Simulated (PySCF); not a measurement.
# Zr(OH)₂: relaxation and vibrations of the triplet

The task is one start of a wider search on Zr(OH)₂: the triplet, from a bent start. It is relaxed, tested by its Hessian and followed downhill if it is a saddle.

The runs use PySCF 2.14.0; PBE0, basis Zr def2-TZVP with ECP28, O def2-TZVP, H def2-TZVP, scalar-relativistic core potentials, no spin–orbit coupling, density fitting.

**1. Where the work starts**

5 atoms, charge 0, spin multiplicity 3.

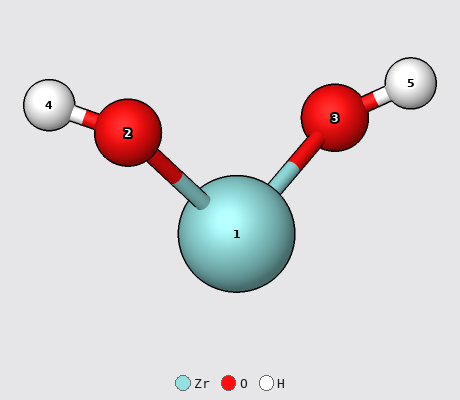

As it starts; zirconium light teal, oxygen red, hydrogen white; atoms are numbered from 1 in the order of the file.

Coordinates in bohr (charge 0 multiplicity 3):
```
Zr    0.0000    0.0000    0.0000
O     3.3592    0.0000    2.3521
O    -3.3592    0.0000    2.3521
H     4.3142   -1.3897    3.0209
H    -4.3142    1.3897    3.0209
```

**2. First SCF at the start**

The steps below are one call of a driver around PySCF. For each, scf.py gives the equivalent set-up of the SCF; relaxations use the driver's own optimiser. After this first run the driver tries any further starts and a stability analysis.

scf.py

```python
from pyscf import gto, scf, dft
mol = gto.M(atom='''
Zr     0.000000     0.000000     0.000000
O      1.777600     0.000000     1.244700
O     -1.777600     0.000000     1.244700
H      2.283000    -0.735400     1.598600
H     -2.283000     0.735400     1.598600''',
    basis={'Zr': 'def2-TZVP', 'O': 'def2-TZVP', 'H': 'def2-TZVP'},
    ecp={'Zr': 'def2-TZVP'},
    charge=0, spin=2)
mf = dft.UKS(mol, xc='PBE0')
mf.grids.atom_grid = (50, 194)
aux = {'Zr': 'def2-universal-JKFIT', 'O': 'def2-universal-JKFIT', 'H': 'def2-universal-JKFIT'}
mf = mf.density_fit(auxbasis=aux)
mf.conv_tol = 1e-08
mf.diis_space = 10
mf.max_cycle = 60
mf.init_guess = 'minao'
mf.verbose = 4
mf.kernel()
```

The run is started by

```console
$ OMP_NUM_THREADS=4 python axn.py task.json out
```

The program printed:

```text
init E= -192.99004892366
[... the frontier-level lines of each cycle are left out ...]
cycle= 1 E= -198.223534836952  delta_E= -5.23  |g|= 0.849  |ddm|= 3.15
cycle= 2 E= -197.854049017235  delta_E= 0.369  |g|= 1.26  |ddm|= 2.01
cycle= 3 E= -198.580899662096  delta_E= -0.727  |g|= 0.194  |ddm|= 1.44
cycle= 4 E= -198.590307720951  delta_E= -0.00941  |g|= 0.141  |ddm|= 0.304
cycle= 5 E= -198.601832619646  delta_E= -0.0115  |g|= 0.0231  |ddm|= 0.157
cycle= 6 E= -198.602986916795  delta_E= -0.00115  |g|= 0.0117  |ddm|= 0.0788
cycle= 7 E= -198.60377166466  delta_E= -0.000785  |g|= 0.00648  |ddm|= 0.0792
cycle= 8 E= -198.60429655477  delta_E= -0.000525  |g|= 0.00228  |ddm|= 0.0988
cycle= 9 E= -198.604350822187  delta_E= -5.43e-05  |g|= 0.000981  |ddm|= 0.0283
cycle= 10 E= -198.604360897252  delta_E= -1.01e-05  |g|= 0.000371  |ddm|= 0.0148
cycle= 11 E= -198.604361810778  delta_E= -9.14e-07  |g|= 0.000144  |ddm|= 0.00364
cycle= 12 E= -198.604362051474  delta_E= -2.41e-07  |g|= 7.88e-05  |ddm|= 0.00183
cycle= 13 E= -198.604362091694  delta_E= -4.02e-08  |g|= 2.36e-05  |ddm|= 0.000772
cycle= 14 E= -198.604362095471  delta_E= -3.78e-09  |g|= 1.05e-05  |ddm|= 0.000282
Extra cycle  E= -198.604362095553  delta_E= -8.16e-11  |g|= 7.9e-06  |ddm|= 3.88e-05
converged SCF energy = -198.604362095553  <S^2> = 2.0047597  2S+1 = 3.0031714
```

This step, with its further starts and checks, ran for 13 s (4 threads of Arm Neoverse V1, shared host).

Energies from each starting density:

```
                      start  energy (Eh)
    the minimal-basis guess  -198.604362
a thermally smeared density  -198.604362
      a smeared PBE density  -198.604362
```

No lower solution of this spin turned up from the other starts or in the test of internal stability.

**3. Relaxation: bent start, triplet**

The program finds C2 symmetry in the start, which this walk keeps. The walk stops when the largest gradient is under 0.0003 Eh/bohr and the energy has settled too.

scf.py: that of step 2 with these lines changed.

```diff
@@ -3,5 +3,5 @@
-Zr     0.000000     0.000000     0.000000
-O      1.777600     0.000000     1.244700
-O     -1.777600     0.000000     1.244700
-H      2.283000    -0.735400     1.598600
-H     -2.283000     0.735400     1.598600''',
+Zr     0.000000     0.000000    -0.347348
+O      1.777600    -0.000000     0.897352
+O     -1.777600     0.000000     0.897352
+H      2.283000    -0.735400     1.251252
+H     -2.283000     0.735400     1.251252''',
@@ -18 +17,0 @@
-mf.init_guess = 'minao'
```

The optimiser's trace:

```
step  energy (Eh)  change (kJ/mol)  largest symmetric gradient (Eh/bohr)
   0  -198.604362             0.00                               0.08812
   1  -198.632711           -74.43                               0.05060
   2  -198.640312           -94.39                               0.02999
   3  -198.643742          -103.39                               0.00562
   4  -198.644389          -105.09                               0.00699
   5  -198.647373          -112.93                               0.00980
   6  -198.649001          -117.20                               0.01399
   7  -198.650310          -120.64                               0.00567
   8  -198.650906          -122.20                               0.00898
   9  -198.651186          -122.94                               0.00994
  10  -198.651379          -123.44                               0.01044
  11  -198.651542          -123.87                               0.00218
  12  -198.651580          -123.97                               0.00173
  13  -198.651646          -124.14                               0.00060
  14  -198.651658          -124.17                               0.00113
  15  -198.651672          -124.21                               0.00099
  16  -198.651706          -124.30                               0.00032
  17  -198.651721          -124.34                               0.00089
  18  -198.651728          -124.36                               0.00023
  19  -198.651728          -124.36                               0.00015
```

The walk took 42 s.

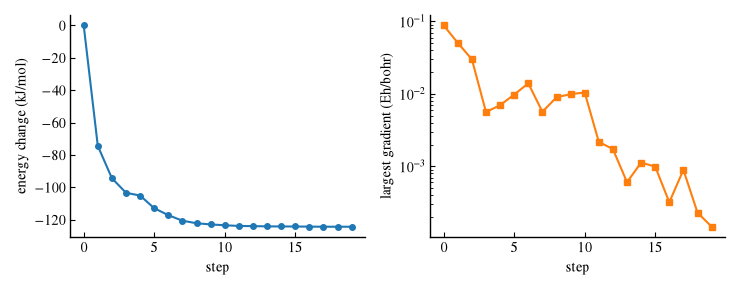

How energy and gradient fall.

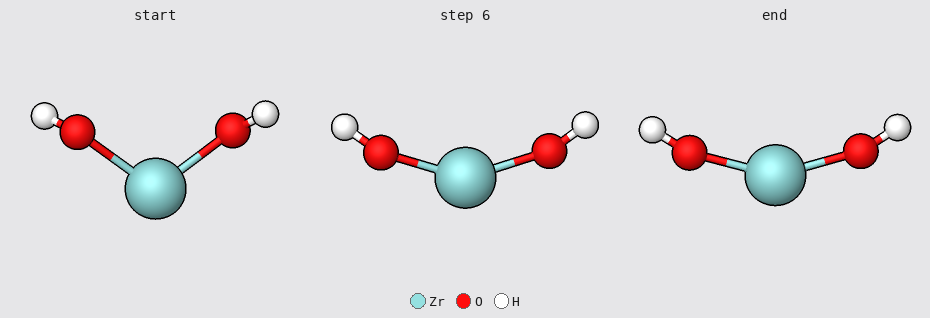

The geometry along the walk, at one scale.

It settles in C2v symmetry, 124.4 kJ/mol below the start, after 19 steps: O–H 0.953 Å (×2), Zr–O 1.938 Å (×2); H–O–Zr 163.0° (×2), O–Zr–O 149.9°.

**4. Is it a minimum? Harmonic modes**

The point is checked on the finer grid, and tightened if its gradient asks for it. The Hessian and the dipole derivatives come from central differences of analytic gradients, with steps of 0.02 bohr.

scf.py: that of step 3 with these lines changed.

```diff
@@ -3,5 +3,5 @@
-Zr     0.000000     0.000000    -0.347348
-O      1.777600    -0.000000     0.897352
-O     -1.777600     0.000000     0.897352
-H      2.283000    -0.735400     1.251252
-H     -2.283000     0.735400     1.251252''',
+Zr    -0.000000    -0.000000    -0.152122
+O      1.829628    -0.381971     0.357459
+O     -1.829628     0.381971     0.357459
+H      2.618932    -0.546754     0.865290
+H     -2.618932     0.546754     0.865290''',
@@ -12 +12 @@
-mf.grids.atom_grid = (50, 194)
+mf.grids.atom_grid = (75, 302)
@@ -15 +15 @@
-mf.conv_tol = 1e-08
+mf.conv_tol = 1e-10
```

The driver hands on the density of the step before, so the log starts near convergence.

Log of the central SCF (cycles and frontier levels):

```text
init E= -198.651718461128
[... the frontier-level lines of each cycle are left out ...]
cycle= 1 E= -198.65171846113  delta_E= -1.65e-12  |g|= 1.08e-06  |ddm|= 3.86e-06
Extra cycle  E= -198.65171846113  delta_E= 1.14e-13  |g|= 1.74e-06  |ddm|= 3.14e-06
converged SCF energy = -198.65171846113  <S^2> = 2.004061  2S+1 = 3.0027061
```

The whole step took 65 s.

Geometry: C2v; O–H 0.953 Å (×2), Zr–O 1.937 Å (×2); H–O–Zr 163.0° (×2), O–Zr–O 149.5°.

Harmonic modes (main isotopes):

```csv
symmetry,ω (cm⁻¹),IR (km/mol)
a1,81,2.9
b1,367,149
a1,399,115
a2,416,0.0
b2,433,102
a1,678,26.8
b2,681,229
b2,3996,307
a1,3997,90.0
```

All wavenumbers are real: a minimum.

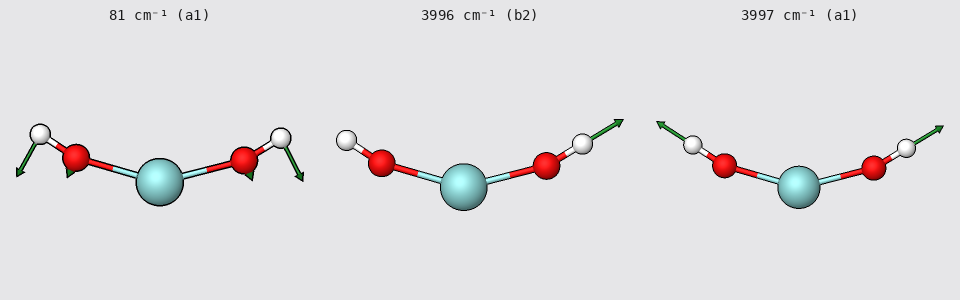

How the atoms move in 3 of the modes.

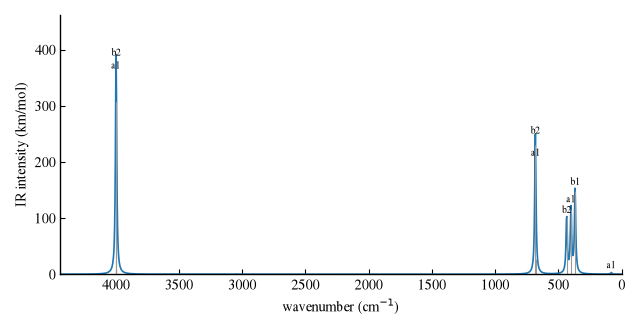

The harmonic infrared spectrum (widths in cm⁻¹). Lines are broadened to a width of 12 cm⁻¹ (Lorentzian).

Properties at this point:

```yaml
Dipole_moment: 1.28 D
Highest_occupied_level: -4.60 eV
Lowest_empty_level: -1.59 eV
Rotational_constants: 2.196, 0.1336, 0.1259 cm⁻¹
Zero-point_energy: 66.1 kJ/mol
Principal_polarisabilities: 64.9, 86.6, 91.5 bohr³
Atomisation_energy_without_zero-point_energy: 1917 kJ/mol
Principal_traceless_quadrupole_moments_about_the_centre_of_mass: -4.61, 0.04, 4.57 D Å
Entropy_at_298.15_K_and_1_bar_electronic_part_spin_only: 304.7 J/(mol K)
Heat_capacity_Cp_at_298.15_K: 73.2 J/(mol K)
Enthalpy_at_298.15_K_above_0_K: 15.80 kJ/mol
Rotational_symmetry_number: 2
Spin_squared_⟨S²⟩: 2.004
```

Populations by atom (charges in e):

| atom | Mulliken | Löwdin | polar tensor | spin (Mulliken) | Mayer order to Zr1 |
| --- | --- | --- | --- | --- | --- |
| Zr1 | 0.87 | 0.39 | 0.98 | 2.07 | – |
| O2,3 | -0.76 | -0.35 | -0.80 | -0.03 | 0.97 |
| H4,5 | 0.32 | 0.15 | 0.31 | 0.00 | 0.03 |

Mulliken populations on Zr1 (outside its core potential): s 2.72, p 6.19, d 2.14, f 0.08.

**5. Outcome**

```
                                          quantity                                                                                      value
                                           minimum                                                                               triplet, C2v
                                          geometry                     O–H 0.953 Å (×2), Zr–O 1.937 Å (×2); H–O–Zr 163.0° (×2), O–Zr–O 149.5°
                                wavenumbers (cm⁻¹)  81 (a1), 367 (b1), 399 (a1), 416 (a2), 433 (b2), 678 (a1), 681 (b2), 3996 (b2), 3997 (a1)
                                     dipole moment                                                                                     1.28 D
highest occupied, lowest empty level (either spin)                                                                            -4.60, -1.59 eV
                        polar-tensor charge of Zr1                                                                                    +0.98 e
                                 zero-point energy                                                                                66.1 kJ/mol
                               entropy at 298.15 K                                                                            304.7 J/(mol K)
         atomisation energy (no zero-point energy)                                                                                1917 kJ/mol
                                              ⟨S²⟩                                                                                      2.004
```

In words: The bent start (C2) ends in a minimum of C2v symmetry. The strongest infrared band lies at 3996 cm⁻¹ (b2). Most of the spin sits on Zr1 (Mulliken spin 2.07, against 2 for the whole molecule). Only this shape and spin were tried, so other structures or states may lie lower. One determinant may miss the lowest occupation of an open d or f shell.

The search up to here took 2 min.
